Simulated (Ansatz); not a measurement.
**H23NO10: molecular dynamics (part 1 of 5)**

H23NO10 (disordered cell, 34 atoms in the cell), computed with DFT PBE-D3(BJ), scalar-relativistic, plane waves, PAW, no spin polarisation (Ansatz 0.2.0).

It belongs to a series of runs on one base structure; here: dynamics from the last frame of the run before. Figures and captions count atoms from 1; the log counts them from 0 in places.

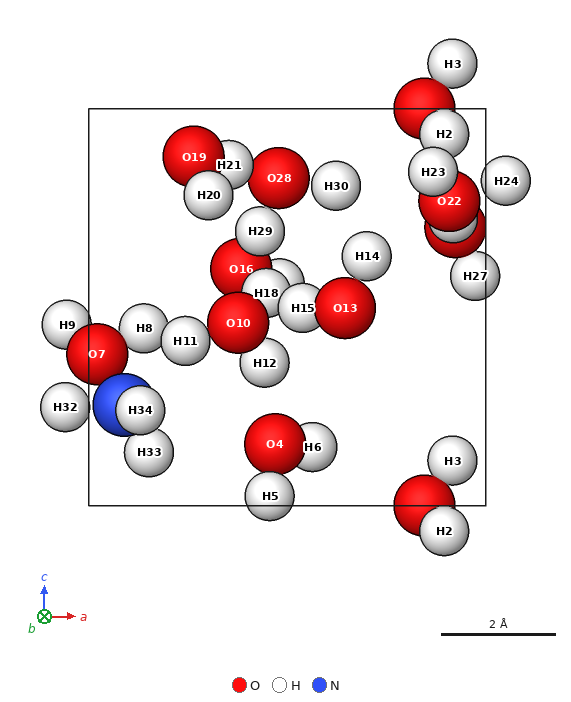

**Figure 1.** The structure as given in the input (spheres-only view of the cell of the calculation, along the b axis; atoms are numbered from 1 in the order of the input).

Results in brief

- outcome: finished
- mean temperature over the second half: 358 K
- trajectory: 390 steps, 195 fs
- ensemble: nve
- temperature in the input: 350.0 K
- time step: 0.5 fs
- electrons treated: 88
- potential energy (free energy of the electrons) (last step): −6429.5497 eV
- Fermi energy (last step): −0.356 eV
- largest force (length of the vector) (last step): 3.571 eV/Å
- hardware: 1 thread of Arm Neoverse V1, 24 GiB of memory available, shared host
- wall time: 11 min
- peak memory: 0.38 GiB

The input asks for low accuracy. The k-point mesh is coarse for a cell of this size, so the results may not be converged. So short a trajectory is not equilibrated.

The input
```yaml
accuracy: low
crystal:
  lattice:
    - [6.972683, 0.0, 0.0]
    - [0.0, 6.972683, 0.0]
    - [0.0, 0.0, 6.972683]
  atoms:
    - { symbol: O, position: [0.84519621, 0.76037951, 0.00037121] }
    - { symbol: H, position: [0.89488925, 0.65054002, -0.06393906] }
    - { symbol: H, position: [0.9157125, 0.77125379, 0.11378743] }
    - { symbol: O, position: [0.46936609, 0.62045511, 0.15497934] }
    - { symbol: H, position: [0.45517669, 0.56340518, 0.02431101] }
    - { symbol: H, position: [0.56276353, 0.71470289, 0.147775] }
    - { symbol: O, position: [1.0211051, 0.83924335, 0.3815872] }
    - { symbol: H, position: [1.13834421, 0.86662856, 0.44677354] }
    - { symbol: H, position: [0.94392843, 0.92912735, 0.45612124] }
    - { symbol: O, position: [0.37593978, 0.44988929, 0.46106691] }
    - { symbol: H, position: [0.24323971, 0.40645132, 0.41514068] }
    - { symbol: H, position: [0.44244074, 0.5203877, 0.36042995] }
    - { symbol: O, position: [0.64502326, 0.14290896, 0.49787172] }
    - { symbol: H, position: [0.6997387, 0.14857539, 0.62852782] }
    - { symbol: H, position: [0.5383252, 0.23787381, 0.49844037] }
    - { symbol: O, position: [0.38370924, 0.86420446, 0.59708663] }
    - { symbol: H, position: [0.48050378, 0.96579373, 0.56032645] }
    - { symbol: H, position: [0.44642331, 0.75342034, 0.53607184] }
    - { symbol: O, position: [0.26375766, 0.09465073, -0.12045538] }
    - { symbol: H, position: [0.30124557, 0.00589443, -0.21788884] }
    - { symbol: H, position: [0.35253385, 0.20948022, -0.1415076] }
    - { symbol: O, position: [0.90805269, 1.09036248, 0.7677026] }
    - { symbol: H, position: [0.86707094, 0.97847479, 0.8412758] }
    - { symbol: H, position: [1.05017057, 1.11300904, 0.81887232] }
    - { symbol: O, position: [0.92307288, 0.50237097, 0.70174743] }
    - { symbol: H, position: [0.91721081, 0.36404493, 0.72405704] }
    - { symbol: H, position: [0.9729331, 0.53551845, 0.57902419] }
    - { symbol: O, position: [0.47806997, 0.41911678, 0.82532924] }
    - { symbol: H, position: [0.4309398, 0.45812982, 0.69117035] }
    - { symbol: H, position: [0.62235629, 0.40916077, 0.80613406] }
    - { symbol: "N", position: [0.08935483, 0.29134959, 0.2538423] }
    - { symbol: H, position: [-0.05978735, 0.2962225, 0.24841149] }
    - { symbol: H, position: [0.15121297, 0.3555547, 0.13469724] }
    - { symbol: H, position: [0.12935035, 0.14870499, 0.2404815] }
basis:
  ecutwfc: 420.0
kpoints:
  mp_grid: { grid: [1, 1, 1] }
hamiltonian:
  xc: pbe
  dispersion: d3bj
scf:
  occupations: { method: fermi_dirac, width: 0.02 }
  lower_state_search: "off"
md:
  timestep: 0.5
  n_steps: 390
  ensemble: nve
  temperature: 350.0
  initial_velocities: maxwell_boltzmann
  seed: 995480
```

Run as:
```bash
ansatz run input.yaml --threads 1 --pin off --max-ram 3072MiB --backend cpu --events-out ev --progress --plain --runs-dir out
```

Log
```
Warning: md: disabling space-group detection — thermal motion breaks the input geometry's symmetry, so no spatial operation reduces the k-mesh or symmetrises the density; time reversal is kept, so that k and −k are solved as one point where they differ and the mesh holds both, and exact exchange and, on two spinor components, a DFT+U term hold to it where the run has them: on two components no moment then forms, and a state that bears one, which a typed moment (crystal.atoms[].spin; refused beside efield: under a hybrid functional) reaches, can lie lower, under hf by electronvolts; crystal.symmetry.detect: false (a key that needs symmetry detection or time reversal refuses this as the deck is read) with time_reversal: false beside it drops time reversal too
Engine: ansatz 0.2.0, aarch64-unknown-linux-gnu
Pseudopotentials: kind: paw
Pseudopotential: O, paw, valence charge 6, recommended cutoff 420 eV (normal), O.paw.azcp
Pseudopotential: H, paw, valence charge 1, recommended cutoff 420 eV (normal), H.paw.azcp
Pseudopotential: N, paw, valence charge 5, recommended cutoff 420 eV (normal), N.paw.azcp
Functional definition: PBE
  parameter kappa = 0.804
  parameter beta = 0.06672455060314922
  exchange = pbe_x(kappa = kappa, mu = beta*pi^2/3)
  correlation = pbe_c(beta = beta)
Crystal: 34 atoms, lattice volume = 339.000 Å³
Basis set: ecut = 420 eV, 6619 PW (Γ), exchange–correlation on 96×96×96 points (8 copies of the dense FFT grid, shifted against one another)
Bands: 78, of which v1, the nominal top of the filled ones, is band 44 counted from 1 (43 counted from 0)
Symmetry: 1 space group operations
k-points: 1
Non-local potential: O, projectors of the file, l = 0: 2, l = 1: 2, l = 2: 1
Non-local potential: H, projectors of the file, l = 0: 2, l = 1: 1
Non-local potential: N, projectors of the file, l = 0: 2, l = 1: 2, l = 2: 1
PAW form: soft (Blöchl's): semilocal exchange-correlation on the pseudo side does not see the compensation charge
PAW one-centre angular grid: O, 110 points (default); XC on 64 Gauss nodes
PAW one-centre angular grid: H, 110 points (default); XC on 64 Gauss nodes
PAW one-centre angular grid: N, 110 points (default); XC on 64 Gauss nodes
Initial density: superposition of atomic densities (neutral atoms: chi_scale 0, normalization atom), corrected by the library's trained network
Initial wavefunctions: pseudopotential atomic-orbital guess
Functional: x = pbe(κ = 0.804, μ = 0.2195149727645171), c = pbe(β = 0.06672455060314922)
SCF iter   1: F=—  HF=-6429.614780 eV  |F-HF|=—  |Δ(HF+E_count)|=         —  Δρ=2.67e-3  dr2=2.40e-2  ethr=1.77e-3  ⟨swp⟩=6.0  Hψ=362  notcnv=0  defer=8
preconditioner: auto → Resta (q_TF=auto, 2.179 Å⁻¹)  ε∞=2.1  [insulator: Δε(μ)=4.732 eV  Ē_g=17.765 eV  σ=0.020 eV  W_gap=1.00  n_scr=56 (ndim 8)  ℏωp=18.9 eV  f_vac=0.280  D(μ)=0.00/eV (n_scr^D=0)  ε∞_Penn≈2.1]
SCF iter   2: F=—  HF=-6429.598367 eV  |F-HF|=—  |Δ(HF+E_count)|=   1.64e-2  Δρ=1.28e-3  dr2=4.70e-3  ethr=2.73e-5  ⟨swp⟩=2.0  Hψ=140  notcnv=0  defer=27
SCF iter   3: F=—  HF=-6429.594254 eV  |F-HF|=—  |Δ(HF+E_count)|=   4.11e-3  Δρ=4.82e-4  dr2=1.10e-3  ethr=5.34e-6  ⟨swp⟩=2.0  Hψ=89  notcnv=0  defer=27
SCF iter   4: F=—  HF=-6429.593833 eV  |F-HF|=—  |Δ(HF+E_count)|=   4.21e-4  Δρ=1.62e-4  dr2=9.20e-5  ethr=1.25e-6  ⟨swp⟩=2.0  Hψ=91  notcnv=0  defer=27
SCF iter   5: F=—  HF=-6429.593901 eV  |F-HF|=—  |Δ(HF+E_count)|=   6.79e-5  Δρ=7.54e-5  dr2=1.70e-5  ethr=1.05e-7  ⟨swp⟩=2.0  Hψ=91  notcnv=0  defer=27
SCF iter   6: F=—  HF=-6429.593907 eV  |F-HF|=—  |Δ(HF+E_count)|=   6.36e-6  Δρ=1.93e-5  dr2=9.55e-7  ethr=1.93e-8  ⟨swp⟩=2.0  Hψ=85  notcnv=0  defer=27
SCF iter   7: F=—  HF=-6429.593907 eV  |F-HF|=—  |Δ(HF+E_count)|=   7.82e-8  Δρ=5.71e-6  dr2=8.88e-8  ethr=1.09e-9  ⟨swp⟩=2.0  Hψ=85  notcnv=0  defer=27
SCF iter   8: F=-6429.593908 eV  HF=-6429.593908 eV  |F-HF|=1.65e-8  |Δ(HF+E_count)|=   4.27e-8  Δρ=3.25e-6  dr2=2.67e-8  ethr=3.86e-11  ⟨swp⟩=5.0  Hψ=235  notcnv=0
SCF 1 converged in 8 iterations: F = -6429.593908 eV  dr2 = 2.67e-8
  greatest PAW one-centre occupation: 0.869 electrons in one spin orbital (limit 2), on the O atom at site 0 (counted from 0), in its partial waves of l = 0
md step     0: t =     0.00 fs  T =   350.0 K  F+E_penalty+E_count = -6429.59390750 eV  E_kin = 1.492953 eV  conserved = -6428.10095451 eV  (8 SCF iters)
Initial density: handed on by an earlier stage of this run
Initial wavefunctions: those handed on with the density
iter 1 solved again at ethr=2.01e-5 eV; its pass at ethr=3.10e-3 eV (dr2=1.77e-2 eV) is discarded
SCF iter   1: F=—  HF=-6429.552908 eV  |F-HF|=—  |Δ(HF+E_count)|=         —  Δρ=3.18e-3  dr2=1.78e-2  ethr=2.01e-5  ⟨swp⟩=4.0  Hψ=391  notcnv=0
preconditioner: auto → Resta (q_TF=auto, 2.179 Å⁻¹)  ε∞=2.1  [insulator: Δε(μ)=4.661 eV  Ē_g=17.733 eV  σ=0.020 eV  W_gap=1.00  n_scr=56 (ndim 8)  ℏωp=18.9 eV  f_vac=0.283  D(μ)=0.00/eV (n_scr^D=0)  ε∞_Penn≈2.1]
SCF iter   2: F=—  HF=-6429.549617 eV  |F-HF|=—  |Δ(HF+E_count)|=   3.29e-3  Δρ=1.39e-3  dr2=2.43e-3  ethr=2.01e-5  ⟨swp⟩=4.0  Hψ=149  notcnv=0
SCF iter   3: F=—  HF=-6429.549480 eV  |F-HF|=—  |Δ(HF+E_count)|=   1.37e-4  Δρ=6.27e-4  dr2=5.08e-4  ethr=2.76e-6  ⟨swp⟩=2.0  Hψ=102  notcnv=0
SCF iter   4: F=—  HF=-6429.549530 eV  |F-HF|=—  |Δ(HF+E_count)|=   5.01e-5  Δρ=1.15e-4  dr2=3.74e-5  ethr=5.77e-7  ⟨swp⟩=2.0  Hψ=112  notcnv=0
SCF iter   5: F=—  HF=-6429.549593 eV  |F-HF|=—  |Δ(HF+E_count)|=   6.32e-5  Δρ=4.27e-5  dr2=6.45e-6  ethr=4.25e-8  ⟨swp⟩=2.0  Hψ=113  notcnv=0
SCF iter   6: F=—  HF=-6429.549595 eV  |F-HF|=—  |Δ(HF+E_count)|=   2.19e-6  Δρ=1.09e-5  dr2=5.73e-7  ethr=7.33e-9  ⟨swp⟩=2.0  Hψ=101  notcnv=0
SCF iter   7: F=—  HF=-6429.549595 eV  |F-HF|=—  |Δ(HF+E_count)|=   1.42e-7  Δρ=7.82e-6  dr2=1.60e-7  ethr=6.51e-10  ⟨swp⟩=2.0  Hψ=118  notcnv=0
SCF iter   8: F=-6429.549595 eV  HF=-6429.549595 eV  |F-HF|=5.21e-10  |Δ(HF+E_count)|=   3.95e-8  Δρ=1.10e-6  dr2=3.62e-9  ethr=3.86e-11  ⟨swp⟩=3.0  Hψ=266  notcnv=0
SCF 2 converged in 8 iterations: F = -6429.549595 eV  dr2 = 3.62e-9
md step     1: t =     0.50 fs  T =   340.0 K  F+E_penalty+E_count = -6429.54959532 eV  E_kin = 1.450100 eV  conserved = -6428.09949533 eV  (8 SCF iters)
[... from here on the SCF iterations and repeated set-up lines of each step are left out, up to the last step ...]
md step     2: t =     1.00 fs  T =   332.9 K  F+E_penalty+E_count = -6429.51890401 eV  E_kin = 1.420022 eV  conserved = -6428.09888151 eV  (8 SCF iters)
md step     3: t =     1.50 fs  T =   331.5 K  F+E_penalty+E_count = -6429.51285268 eV  E_kin = 1.414119 eV  conserved = -6428.09873336 eV  (8 SCF iters)
md step     4: t =     2.00 fs  T =   336.6 K  F+E_penalty+E_count = -6429.53453993 eV  E_kin = 1.435870 eV  conserved = -6428.09866986 eV  (8 SCF iters)
md step     5: t =     2.50 fs  T =   348.1 K  F+E_penalty+E_count = -6429.58380085 eV  E_kin = 1.484740 eV  conserved = -6428.09906101 eV  (5 SCF iters)
md step     6: t =     3.00 fs  T =   364.0 K  F+E_penalty+E_count = -6429.65273640 eV  E_kin = 1.552497 eV  conserved = -6428.10023896 eV  (4 SCF iters)
md step     7: t =     3.50 fs  T =   379.9 K  F+E_penalty+E_count = -6429.72222902 eV  E_kin = 1.620637 eV  conserved = -6428.10159157 eV  (4 SCF iters)
md step     8: t =     4.00 fs  T =   391.3 K  F+E_penalty+E_count = -6429.77114583 eV  E_kin = 1.669076 eV  conserved = -6428.10207016 eV  (4 SCF iters)
md step     9: t =     4.50 fs  T =   396.2 K  F+E_penalty+E_count = -6429.79143016 eV  E_kin = 1.690143 eV  conserved = -6428.10128748 eV  (4 SCF iters)
md step    10: t =     5.00 fs  T =   397.1 K  F+E_penalty+E_count = -6429.79379169 eV  E_kin = 1.693915 eV  conserved = -6428.09987657 eV  (8 SCF iters)
md step    11: t =     5.50 fs  T =   398.4 K  F+E_penalty+E_count = -6429.79850965 eV  E_kin = 1.699546 eV  conserved = -6428.09896358 eV  (4 SCF iters)
md step    12: t =     6.00 fs  T =   403.2 K  F+E_penalty+E_count = -6429.81896297 eV  E_kin = 1.719712 eV  conserved = -6428.09925131 eV  (4 SCF iters)
md step    13: t =     6.50 fs  T =   410.5 K  F+E_penalty+E_count = -6429.85132069 eV  E_kin = 1.750877 eV  conserved = -6428.10044333 eV  (4 SCF iters)
md step    14: t =     7.00 fs  T =   416.6 K  F+E_penalty+E_count = -6429.87868076 eV  E_kin = 1.777114 eV  conserved = -6428.10156700 eV  (4 SCF iters)
md step    15: t =     7.50 fs  T =   418.0 K  F+E_penalty+E_count = -6429.88503651 eV  E_kin = 1.783145 eV  conserved = -6428.10189110 eV  (4 SCF iters)
md step    16: t =     8.00 fs  T =   413.7 K  F+E_penalty+E_count = -6429.86601458 eV  E_kin = 1.764545 eV  conserved = -6428.10146992 eV  (4 SCF iters)
md step    17: t =     8.50 fs  T =   405.0 K  F+E_penalty+E_count = -6429.82853890 eV  E_kin = 1.727752 eV  conserved = -6428.10078730 eV  (4 SCF iters)
md step    18: t =     9.00 fs  T =   394.8 K  F+E_penalty+E_count = -6429.78400078 eV  E_kin = 1.683847 eV  conserved = -6428.10015406 eV  (4 SCF iters)
md step    19: t =     9.50 fs  T =   385.2 K  F+E_penalty+E_count = -6429.74301740 eV  E_kin = 1.643266 eV  conserved = -6428.09975178 eV  (4 SCF iters)
md step    20: t =    10.00 fs  T =   377.9 K  F+E_penalty+E_count = -6429.71196463 eV  E_kin = 1.612121 eV  conserved = -6428.09984343 eV  (8 SCF iters)
md step    21: t =    10.50 fs  T =   372.5 K  F+E_penalty+E_count = -6429.68937565 eV  E_kin = 1.589000 eV  conserved = -6428.10037553 eV  (4 SCF iters)
md step    22: t =    11.00 fs  T =   367.2 K  F+E_penalty+E_count = -6429.66720899 eV  E_kin = 1.566455 eV  conserved = -6428.10075380 eV  (4 SCF iters)
md step    23: t =    11.50 fs  T =   360.7 K  F+E_penalty+E_count = -6429.63923833 eV  E_kin = 1.538691 eV  conserved = -6428.10054729 eV  (4 SCF iters)
md step    24: t =    12.00 fs  T =   353.3 K  F+E_penalty+E_count = -6429.60703721 eV  E_kin = 1.506933 eV  conserved = -6428.10010460 eV  (4 SCF iters)
md step    25: t =    12.50 fs  T =   345.9 K  F+E_penalty+E_count = -6429.57554445 eV  E_kin = 1.475545 eV  conserved = -6428.09999993 eV  (4 SCF iters)
md step    26: t =    13.00 fs  T =   338.9 K  F+E_penalty+E_count = -6429.54562410 eV  E_kin = 1.445495 eV  conserved = -6428.10012866 eV  (4 SCF iters)
md step    27: t =    13.50 fs  T =   331.9 K  F+E_penalty+E_count = -6429.51549040 eV  E_kin = 1.415621 eV  conserved = -6428.09986893 eV  (4 SCF iters)
md step    28: t =    14.00 fs  T =   325.9 K  F+E_penalty+E_count = -6429.48897774 eV  E_kin = 1.389959 eV  conserved = -6428.09901839 eV  (4 SCF iters)
md step    29: t =    14.50 fs  T =   323.5 K  F+E_penalty+E_count = -6429.47803487 eV  E_kin = 1.379840 eV  conserved = -6428.09819468 eV  (4 SCF iters)
md step    30: t =    15.00 fs  T =   327.1 K  F+E_penalty+E_count = -6429.49376048 eV  E_kin = 1.395480 eV  conserved = -6428.09828000 eV  (8 SCF iters)
md step    31: t =    15.50 fs  T =   336.2 K  F+E_penalty+E_count = -6429.53378443 eV  E_kin = 1.434192 eV  conserved = -6428.09959292 eV  (4 SCF iters)
md step    32: t =    16.00 fs  T =   346.1 K  F+E_penalty+E_count = -6429.57785242 eV  E_kin = 1.476252 eV  conserved = -6428.10160005 eV  (4 SCF iters)
md step    33: t =    16.50 fs  T =   350.0 K  F+E_penalty+E_count = -6429.59600886 eV  E_kin = 1.492764 eV  conserved = -6428.10324490 eV  (4 SCF iters)
md step    34: t =    17.00 fs  T =   342.6 K  F+E_penalty+E_count = -6429.56473188 eV  E_kin = 1.461247 eV  conserved = -6428.10348520 eV  (4 SCF iters)
md step    35: t =    17.50 fs  T =   323.7 K  F+E_penalty+E_count = -6429.48261747 eV  E_kin = 1.380744 eV  conserved = -6428.10187333 eV  (4 SCF iters)
md step    36: t =    18.00 fs  T =   299.5 K  F+E_penalty+E_count = -6429.37642016 eV  E_kin = 1.277350 eV  conserved = -6428.09906997 eV  (4 SCF iters)
md step    37: t =    18.50 fs  T =   279.8 K  F+E_penalty+E_count = -6429.29027108 eV  E_kin = 1.193552 eV  conserved = -6428.09671903 eV  (4 SCF iters)
md step    38: t =    19.00 fs  T =   273.0 K  F+E_penalty+E_count = -6429.26077726 eV  E_kin = 1.164411 eV  conserved = -6428.09636666 eV  (4 SCF iters)
md step    39: t =    19.50 fs  T =   280.3 K  F+E_penalty+E_count = -6429.29392131 eV  E_kin = 1.195629 eV  conserved = -6428.09829206 eV  (4 SCF iters)
md step    40: t =    20.00 fs  T =   295.3 K  F+E_penalty+E_count = -6429.36074011 eV  E_kin = 1.259423 eV  conserved = -6428.10131709 eV  (8 SCF iters)
md step    41: t =    20.50 fs  T =   307.4 K  F+E_penalty+E_count = -6429.41487562 eV  E_kin = 1.311237 eV  conserved = -6428.10363862 eV  (4 SCF iters)
md step    42: t =    21.00 fs  T =   308.4 K  F+E_penalty+E_count = -6429.41971929 eV  E_kin = 1.315680 eV  conserved = -6428.10403938 eV  (4 SCF iters)
md step    43: t =    21.50 fs  T =   296.4 K  F+E_penalty+E_count = -6429.36710320 eV  E_kin = 1.264496 eV  conserved = -6428.10260746 eV  (4 SCF iters)
md step    44: t =    22.00 fs  T =   275.8 K  F+E_penalty+E_count = -6429.27684391 eV  E_kin = 1.176445 eV  conserved = -6428.10039876 eV  (4 SCF iters)
md step    45: t =    22.50 fs  T =   254.0 K  F+E_penalty+E_count = -6429.18168734 eV  E_kin = 1.083248 eV  conserved = -6428.09843925 eV  (4 SCF iters)
md step    46: t =    23.00 fs  T =   237.9 K  F+E_penalty+E_count = -6429.11180223 eV  E_kin = 1.014667 eV  conserved = -6428.09713503 eV  (4 SCF iters)
md step    47: t =    23.50 fs  T =   232.3 K  F+E_penalty+E_count = -6429.08752973 eV  E_kin = 0.990980 eV  conserved = -6428.09654967 eV  (4 SCF iters)
md step    48: t =    24.00 fs  T =   239.3 K  F+E_penalty+E_count = -6429.11744676 eV  E_kin = 1.020655 eV  conserved = -6428.09679195 eV  (4 SCF iters)
md step    49: t =    24.50 fs  T =   257.6 K  F+E_penalty+E_count = -6429.19673196 eV  E_kin = 1.098812 eV  conserved = -6428.09792004 eV  (4 SCF iters)
md step    50: t =    25.00 fs  T =   283.0 K  F+E_penalty+E_count = -6429.30672841 eV  E_kin = 1.207006 eV  conserved = -6428.09972271 eV  (8 SCF iters)
md step    51: t =    25.50 fs  T =   308.7 K  F+E_penalty+E_count = -6429.41862495 eV  E_kin = 1.316903 eV  conserved = -6428.10172189 eV  (4 SCF iters)
md step    52: t =    26.00 fs  T =   327.7 K  F+E_penalty+E_count = -6429.50131067 eV  E_kin = 1.398030 eV  conserved = -6428.10328095 eV  (4 SCF iters)
md step    53: t =    26.50 fs  T =   334.8 K  F+E_penalty+E_count = -6429.53169902 eV  E_kin = 1.427990 eV  conserved = -6428.10370910 eV  (4 SCF iters)
md step    54: t =    27.00 fs  T =   328.9 K  F+E_penalty+E_count = -6429.50538504 eV  E_kin = 1.402853 eV  conserved = -6428.10253215 eV  (4 SCF iters)
md step    55: t =    27.50 fs  T =   314.9 K  F+E_penalty+E_count = -6429.44306532 eV  E_kin = 1.343046 eV  conserved = -6428.10001941 eV  (4 SCF iters)
md step    56: t =    28.00 fs  T =   301.9 K  F+E_penalty+E_count = -6429.38518308 eV  E_kin = 1.287691 eV  conserved = -6428.09749162 eV  (4 SCF iters)
md step    57: t =    28.50 fs  T =   298.8 K  F+E_penalty+E_count = -6429.37136215 eV  E_kin = 1.274732 eV  conserved = -6428.09662978 eV  (4 SCF iters)
md step    58: t =    29.00 fs  T =   308.9 K  F+E_penalty+E_count = -6429.41548563 eV  E_kin = 1.317450 eV  conserved = -6428.09803578 eV  (4 SCF iters)
md step    59: t =    29.50 fs  T =   327.3 K  F+E_penalty+E_count = -6429.49683661 eV  E_kin = 1.396165 eV  conserved = -6428.10067192 eV  (4 SCF iters)
md step    60: t =    30.00 fs  T =   345.2 K  F+E_penalty+E_count = -6429.57515463 eV  E_kin = 1.472273 eV  conserved = -6428.10288130 eV  (8 SCF iters)
md step    61: t =    30.50 fs  T =   354.4 K  F+E_penalty+E_count = -6429.61548884 eV  E_kin = 1.511834 eV  conserved = -6428.10365436 eV  (4 SCF iters)
md step    62: t =    31.00 fs  T =   352.0 K  F+E_penalty+E_count = -6429.60429590 eV  E_kin = 1.501316 eV  conserved = -6428.10297962 eV  (4 SCF iters)
md step    63: t =    31.50 fs  T =   339.7 K  F+E_penalty+E_count = -6429.55056301 eV  E_kin = 1.449088 eV  conserved = -6428.10147456 eV  (4 SCF iters)
md step    64: t =    32.00 fs  T =   322.8 K  F+E_penalty+E_count = -6429.47688780 eV  E_kin = 1.377063 eV  conserved = -6428.09982529 eV  (4 SCF iters)
automatic band count: iteration 1 solves 51 bands in place of 78: the levels show a gap, and the empty bands left out lie too high to hold charge; the band table lists the bands solved (type scf.n_extra_bands for more)
preconditioner: auto → Resta (q_TF=auto, 2.179 Å⁻¹)  ε∞=2.7  [insulator: Δε(μ)=4.496 eV  Ē_g=14.404 eV  σ=0.020 eV  W_gap=1.00  n_scr=56 (ndim 8)  ℏωp=18.9 eV  f_vac=0.280  D(μ)=0.00/eV (n_scr^D=0)  ε∞_Penn≈2.7]
md step    65: t =    32.50 fs  T =   307.2 K  F+E_penalty+E_count = -6429.40886012 eV  E_kin = 1.310425 eV  conserved = -6428.09843538 eV  (4 SCF iters)
```
